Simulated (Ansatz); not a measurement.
**Formation energy and levels of the substitutional impurity Te_Cl in K3BrCl2 (P-3m1)**

Aim: at which Fermi levels does Te_Cl in K3BrCl2 (P-3m1) change its charge? The model is a cell of 54 host atoms with 1 Cl taken out and 1 Te put in.

Calculated with Ansatz 0.2.0; place-levels on PBEsol runs: charge-transition levels and formation energies with image-charge correction and potential alignment at the atomic sites.

### Step 1. The starting structure

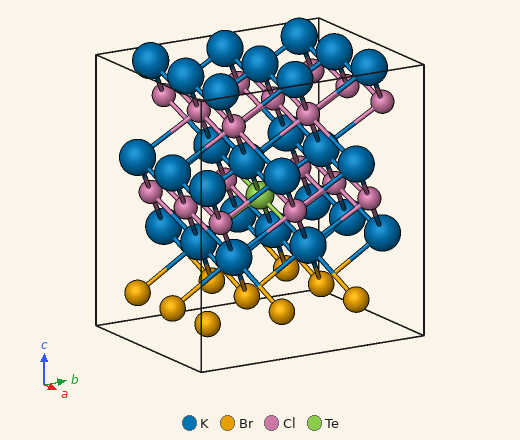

Start, viewed slightly off an axis; potassium blue, bromine orange, chlorine pink, tellurium green. Bonds to atoms that aren't drawn are left out.

The cell holds 54 atoms: 27 K, 9 Br, 17 Cl and 1 Te. Its edges and angles: a = 13.448 Å, b = 13.448 Å, c = 11.001 Å, α = 90.0°, β = 90.0°, γ = 120.0°. It derives from K3BrCl2 (space group P-3m1). Nearest the centre at fractional (0.556, 0.444, 0.339): Te30 at 0.00 Å, K20 at 3.14 Å, K44 at 3.14 Å, K26 at 3.14 Å, K43 at 3.14 Å, K25 at 3.14 Å, K49 at 3.14 Å, Cl23 at 4.39 Å.

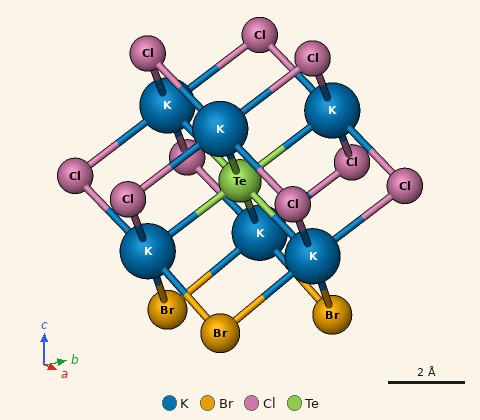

The atoms within 5 Å of the centre.

Coordinates:

```xyz
54
Lattice="13.4481 0.0000 0.0000 -6.7240 11.6464 0.0000 0.0000 0.0000 11.0008" Properties=species:S:1:pos:R:3 pbc="T T T"
K     0.0000    0.0000    5.5004
K     0.0000    2.5881    1.9516
K     2.2413    1.2940    9.0493
Br    0.0000    0.0000    0.0000
Cl    0.0000    2.5881    7.2760
Cl    2.2413    1.2940    3.7249
K    -2.2413    3.8821    5.5004
K    -2.2413    6.4702    1.9516
K     0.0000    5.1762    9.0493
Br   -2.2413    3.8821    0.0000
Cl   -2.2413    6.4702    7.2760
Cl    0.0000    5.1762    3.7249
K    -4.4827    7.7643    5.5004
K    -4.4827   10.3524    1.9516
K    -2.2413    9.0583    9.0493
Br   -4.4827    7.7643    0.0000
Cl   -4.4827   10.3524    7.2760
Cl   -2.2413    9.0583    3.7249
K     4.4827    0.0000    5.5004
K     4.4827    2.5881    1.9516
K     6.7240    1.2940    9.0493
Br    4.4827    0.0000    0.0000
Cl    4.4827    2.5881    7.2760
Cl    6.7240    1.2940    3.7249
K     2.2413    3.8821    5.5004
K     2.2413    6.4702    1.9516
K     4.4827    5.1762    9.0493
Br    2.2413    3.8821    0.0000
Cl    2.2413    6.4702    7.2760
Te    4.4827    5.1762    3.7249
K     0.0000    7.7643    5.5004
K     0.0000   10.3524    1.9516
K     2.2413    9.0583    9.0493
Br    0.0000    7.7643    0.0000
Cl    0.0000   10.3524    7.2760
Cl    2.2413    9.0583    3.7249
K     8.9654    0.0000    5.5004
K     8.9654    2.5881    1.9516
K    11.2067    1.2940    9.0493
Br    8.9654    0.0000    0.0000
Cl    8.9654    2.5881    7.2760
Cl   11.2067    1.2940    3.7249
K     6.7240    3.8821    5.5004
K     6.7240    6.4702    1.9516
K     8.9654    5.1762    9.0493
Br    6.7240    3.8821    0.0000
Cl    6.7240    6.4702    7.2760
Cl    8.9654    5.1762    3.7249
K     4.4827    7.7643    5.5004
K     4.4827   10.3524    1.9516
K     6.7240    9.0583    9.0493
Br    4.4827    7.7643    0.0000
Cl    4.4827   10.3524    7.2760
Cl    6.7240    9.0583    3.7249
```

The host's dielectric constants go in as inputs: 2.47 for the electrons alone, 5.30 with the ions, computed on the host (DFPT, PBEsol).

The cell's shortest repeat is 11.0 Å.

### Step 2. What was run first

A transition level is the Fermi level at which two charge states cost the same, so each charge needs its own total energy, at its own relaxed structure.

Random displacements of about 0.05 Å break the site symmetry at the start, so that the relaxation can reach a distorted minimum if there is one. Forces are taken at one point at (¼, ¼, ¼). The cell holds 1 electron more than the neutral one, with a uniform background that keeps it neutral on the whole.

The sampling was tested on the host first: at the k-points planned (1x1x1 shifted 0.25 0.25 0.25) its energy lies 0.000 eV an atom from the dense-mesh value, under the bound of 0.02 eV set for this test; that bounds the host's error, not the defect's.

One state's input; the others differ in charge, spin, start and seed, and in occupations where the table says so.

The input, qm1.relax/input.yaml:

```yaml
crystal:
  lattice:
    - [4.48269932, 3.0e-08, 0.0]
    - [-2.24134968, 3.88213147, 0.0]
    - [0.0, 0.0, 11.00083486]
  atoms:
    - { symbol: K, position: [0.0, 0.0, 0.5] }
    - { symbol: K, position: [0.33333333, 0.66666667, 0.17740122] }
    - { symbol: K, position: [0.66666667, 0.33333333, 0.82259878] }
    - { symbol: Br, position: [0.0, 0.0, 0.0] }
    - { symbol: Cl, position: [0.33333333, 0.66666667, 0.6614024] }
    - { symbol: Cl, position: [0.66666667, 0.33333333, 0.3385976] }
  supercell: [3, 3, 1]
  defects: [{ substitution: { at: 29, symbol: Te } }]
total_charge: -1
basis:
  ecutwfc: 420
  xc_grid: 2
hamiltonian:
  xc: pbesol
kpoints:
  mp_grid: { grid: [1, 1, 1], shift: [0.25, 0.25, 0.25] }
scf:
  occupations: { method: fixed }
  max_iter: 60
output:
  forces: true
  charged_corrections: { epsilon: 2.47, static_epsilon: 5.3 }
relax:
  f_tol: 0.02
  max_steps: 80
  random_displacement: { amplitude: 0.05, seed: 1192 }
checkpoint:
  write: "../qm1.relax.run"
  compress: false
  write_wavefunctions: true
  write_every: 100000
```

Launch:

```
$ ansatz run input.yaml --threads 4 --pin off --max-ram 7536MiB --backend cpu --events-out ev --progress --plain --runs-dir out
```

Defect states can disperse in a cell of this size, so the energy is taken again at a 2×2×2 shifted mesh, on the relaxed structure.

The run of this state that the levels use, under PBEsol:

The input, qm1.point/input.yaml:

```yaml
crystal:
  checkpoint: "../qm1.relax.run"
  host: checkpoint
total_charge: -1
basis:
  ecutwfc: 420
  xc_grid: 2
hamiltonian:
  xc: pbesol
kpoints:
  mp_grid: { grid: [2, 2, 2], shift: [0.5, 0.5, 0.5] }
scf:
  occupations: { method: fermi_dirac, width: 0.01 }
  max_iter: 60
output:
  forces: true
  eigenvalues: true
  charged_corrections:
    epsilon: 2.47
    static_epsilon: 5.3
    defect_position: [0.555556, 0.444444, 0.338598]
  eigenstates: { localisation: true }
  populations: true
  band_densities: [{ bands: [v1, v1] }, { bands: [c1, c1] }]
  write_density: true
  write_potential: true
  volumetric_format: npy
  elf: true
checkpoint:
  read: "../qm1.relax.run"
  write: "../qm1.point.run"
  compress: false
  write_wavefunctions: false
  write_every: 100000
```

Relaxations under PBEsol at one point at (¼, ¼, ¼); times on 4 threads of Arm Neoverse V1, shared host:

| charge | moment (μB) | occupations | outcome | steps | largest displacement against the far atoms (Å) | time |
| --- | --- | --- | --- | --- | --- | --- |
| −1 | 0 | fixed | converged | 4 | 0.14 | 85 s |
| 0 | 1 | fixed | converged | 4 | 0.23 | 4.3 min |

Single points under PBEsol at a 2×2×2 shifted mesh; times on 4 threads of Arm Neoverse V1, shared host:

| charge | moment (μB) | occupations | outcome | time |
| --- | --- | --- | --- | --- |
| −1 | 0 | fermi-dirac | converged | 2.8 min |
| 0 | 1 | fermi-dirac | converged | 6.9 min |

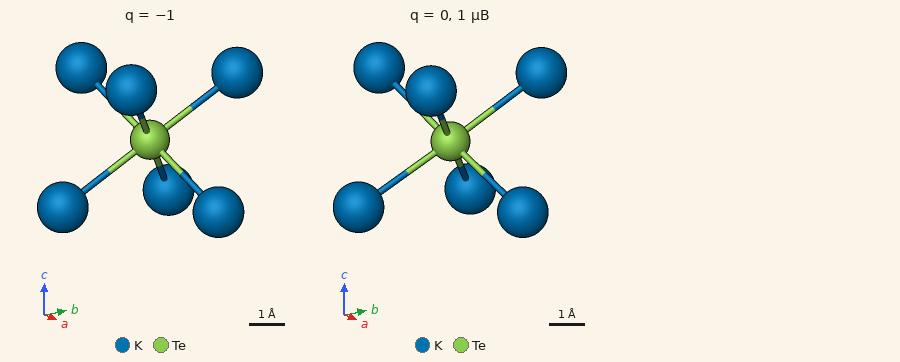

The structures near the centre after relaxation with PBEsol, by charge.

Distances (Å) from Te30 to the nearest atoms after relaxation with PBEsol:

```
charge  moment (μB)      1.      2.      3.      4.      5.      6.
    −1            0  K 3.23  K 3.23  K 3.23  K 3.24  K 3.24  K 3.24
     0            1  K 3.34  K 3.34  K 3.34  K 3.35  K 3.35  K 3.35
```

### Step 3. Placing the levels, PBEsol

A charged cell interacts with its images and the background, and its potential has another zero than the host's. place-levels removes the first by a point-charge model, screened by the static dielectric constant since the ions have relaxed around the charge, and the second by comparing potentials at atoms far from the defect.

The host is a run of the defect-free crystal in the same cutoffs, grids and k-points, so that basis and sampling errors cancel in part in the differences. The host is run in a cell of 6 atoms on a matching mesh. Its band edges are searched through the zone by a band path, so the gap is smaller than, or equal to, that on the mesh. Chemical potentials are energies per atom of Cl (Cl2 molecule) and Te (trigonal tellurium), run with the same functional and cutoff.

The input, levels.point.yaml:

```yaml
host:
  run: host.point.run
states: [qm1.point.run, q0_M1.point.run]
geometry_from:
  qm1.point.run: qm1.relax.run
  q0_M1.point.run: q0_M1.relax.run
  host.point.run: host.relax.run
chemical_potentials:
  Cl:
    energy: -1060.711994
    dataset: "<sha256 of the dataset>"
  Te:
    energy: -6901.512744
    dataset: <sha256 of the dataset>
epsilon: 2.47
static_epsilon: 5.3
vertical:
  - { from: qm1.point.run, to: qm1.point_neutral.run }
```

Launch:

```
$ ansatz place-levels levels.point.yaml -- --threads 4 --pin off --max-ram 7536MiB
```

Numbers of over 12 decimals in the logs are rounded to 6 here.

What it wrote:

```text
[... repeated set-up lines and file paths are left out, and long positions are rounded to six places ...]
(0/-1) 2.209 eV above the valence edge, 2.332 eV under the conduction edge
formation energy of charge 0: +3.889 eV with the Fermi level at the valence edge
formation energy of charge -1: +6.098 eV with the Fermi level at the valence edge
vertical -1 to 0: no energy, since no alignment is typed
  the change from vertical[0].from (qm1.point.run) to vertical[0].to (qm1.point_neutral.run): by its potential at epsilon 2.47 it stands at 0.556 0.444 0.344, with an rms radius of about 1.8 Å (0.7 0.7 1.5 Å across the planes of the cell's vectors); [...]
  edges by pbesol, gap 4.541 eV; the host is sampled to repeats of 26.90 Å
  the defect's cells are sampled to repeats of 26.90 Å, like sampling
  charge 0: +0.000 eV for its dipole among its images, +0.000 omitted
  charge -1: -90590.4388 eV with its correction of +0.207 eV, at epsilon 5.3, aligned at sites: +0.1156 eV, mean over 28 atomic sites at or beyond 5.50 Å from the defect at [0.5556, 0.4444, 0.3386], with +0.000000 for the charge's moments and without [...]
  of states[1] (q0_M1.point.run): its alignment with the host at atomic sites is doubtful: the mean over the far sites moves by -0.0726 eV from their farther parts to their nearer, more than 0.05 eV. [...]
  of states[0] (qm1.point.run): its displacements don't fall off away from the defect: farther atoms stand 0.033 Å off the host's places. [...]
  of vertical[0].from (qm1.point.run): its displacements don't fall off away from the defect: farther atoms stand 0.033 Å off the host's places. [...]
  of vertical[0].to (qm1.point_neutral.run): its displacements don't fall off away from the defect: farther atoms stand 0.033 Å off the host's places. [...]
```

Run time: 0.23 s. Hardware: 4 threads of Arm Neoverse V1, shared host.

Levels between the charges placed, in eV above the valence top:

```
        gap (eV)  (0/−1)
PBEsol      4.54    2.21
```

Corrections by state:

```csv
charge,moment (μB),image terms and alignment (eV),band filling (eV),ε used,"over the lowest of its charge, as the program ranks them, band filling apart (eV)"
0,1.0,0.000,-,-,0.000
−1,0.0,0.207,-,5.30,0.000
```

The charged structures listed were also run neutral, and place-levels reads from each pair, by the potential or the spins, how wide the charge is by which they differ; that can be the carrier of either run.

| charge | rms radius (Å) | spread where it is widest against the cell (Å) | wide from (Å) | reading |
| --- | --- | --- | --- | --- |
| −1 | 1.8 | 1.51 | 1.91 | narrow |

The neutral runs of these pairs need not share the spin of the lowest neutral state, and very wide values only mean spread over the cell.

From the program's caveats on the states, each cut to its opening words:

- charge 0 (1 μB): its alignment with the host at atomic sites is doubtful: the mean over the far sites moves by -0.0726 eV from their farther parts to their nearer, more than [...]
- charge 0 (1 μB): its displacements don't fall off away from the defect: farther atoms stand 0.035 Å off the host's places
- charge −1: its displacements don't fall off away from the defect: farther atoms stand 0.033 Å off the host's places

Chemical potentials of the elements' reference phases, run alike. Formation energy by charge state (elemental references; gap 4.54 eV):

| charge | at valence top (eV) | at conduction bottom (eV) | correction included (eV) |
| --- | --- | --- | --- |
| 0 | 3.89 | 3.89 | 0.00 |
| −1 | 6.10 | 1.56 | 0.21 |

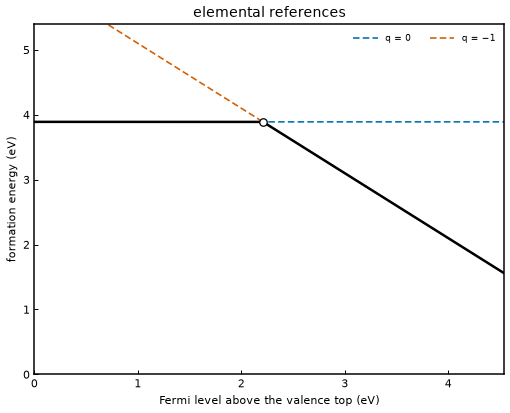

Formation energy against Fermi level; the thick line follows the lowest charge state and circles mark the transition levels.

### Step 4. The same at the relaxations' own k-points

The relaxations' own energies give the levels at their sampling, for comparison.

The input, levels.relax_mesh.yaml:

```yaml
host:
  run: host.relax.run
states: [qm1.relax.run, q0_M1.relax.run]
chemical_potentials:
  Cl:
    energy: -1060.711994
    dataset: "<sha256 of the dataset>"
  Te:
    energy: -6901.512744
    dataset: <sha256 of the dataset>
```

Launch:

```
$ ansatz place-levels levels.relax_mesh.yaml -- --threads 4 --pin off --max-ram 7536MiB
```

What it wrote:

```text
(0/-1) 2.213 eV above the valence edge, 2.329 eV under the conduction edge
formation energy of charge 0: +3.885 eV with the Fermi level at the valence edge
formation energy of charge -1: +6.098 eV with the Fermi level at the valence edge
  edges by pbesol, gap 4.542 eV; the host is sampled to repeats of 17.37 Å
[... the lines on each state left out ...]
```

Wall time 0.09 s (4 threads).

Levels between neighbouring charges, in eV above the valence top:

```
                        gap (eV)  (0/−1)
one point at (¼, ¼, ¼)      4.54    2.21
  a 2×2×2 shifted mesh      4.54    2.21
```

Going from one point at (¼, ¼, ¼) to a 2×2×2 shifted mesh moves the levels that carry no band-filling term by up to 0.00 eV and formation energies against the elements by up to 0.00 eV.

### Step 5. Outcome

| Property | Result |
| --- | --- |
| gap of the host | 4.54 eV (PBEsol) |
| level (0/minus 1) | 2.21 eV above the valence top |
| lowest of the charges placed, just above the valence top (0.02 eV) | 0 |
| lowest of the charges placed, just below the conduction bottom (0.02 eV) | −1 |
| lowest formation energy at mid-gap of the charges run, elemental references | 3.83 eV |

**Reading.** Of the charges placed (−1 and 0), the lowest changes at 2.21 eV (0/−1) above the valence top, in a gap of 4.54 eV. Charges above 0 and below −1 were not placed, so these runs say nothing of levels that involve them. States placed: 0 at 1 μB; −1 at 0 μB. Other spin states or structures, where not listed, weren't placed. Te is taken at its element; compounds, which aren't counted here, bound the chemical potentials and would shift these formation energies. Going from one point at (¼, ¼, ¼) to a 2×2×2 shifted mesh moves the levels that carry no band-filling term by up to 0.00 eV and formation energies against the elements by up to 0.00 eV. The program doubts the alignment of potentials for at least one state, a sign that the cell is small. What this leaves open: PBEsol makes the gap too small and tends to spread out bound carriers; where a gas molecule sets a chemical potential or the host's formation energy, its binding is uncorrected; spin–orbit coupling, which can matter with heavy atoms, is left out.

[Logs are printed without paths, hosts, clocks, repeated set-up lines and the standing remarks that a program may print on its own settings, such as how far it seeks lower states.]

[Hosts, paths, dates, database ids (printed as entryN), source tags and the programs' standing remarks are cut or masked in the printed files.]

[Where a table of states has a column of steps, it counts the stored structures, which are thinned; the runs took as many ionic steps or more.]

[A defect's name tells the site on which it was built; relaxed atoms can leave that site.]

[For some hosts the program warned that the k-mesh of the response run may be too coarse for force constants and the static dielectric constant; such warnings are not shown here.]
